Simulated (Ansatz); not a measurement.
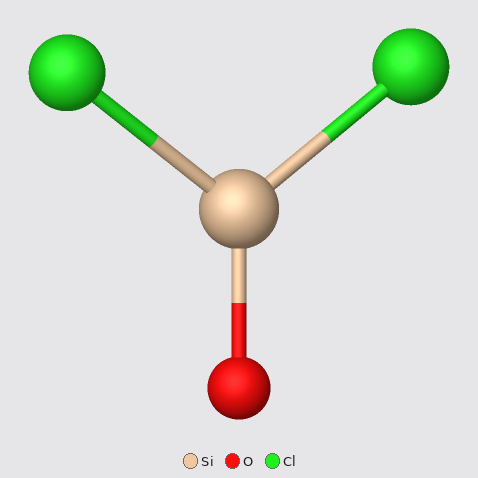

Sticks follow a distance rule. Harmonic vibrations computed with RKS PBE0-D4/def2-TZVP (Ansatz 0.2.0) at a stationary point of the same level.

Q: Minimum or transition state?

A: A minimum: no imaginary frequency, and the lowest mode lies at 200 cm⁻¹.

Q: List the wavenumbers.

A: 6 modes: 200, 270, 291, 504, 645, 1285 cm⁻¹.
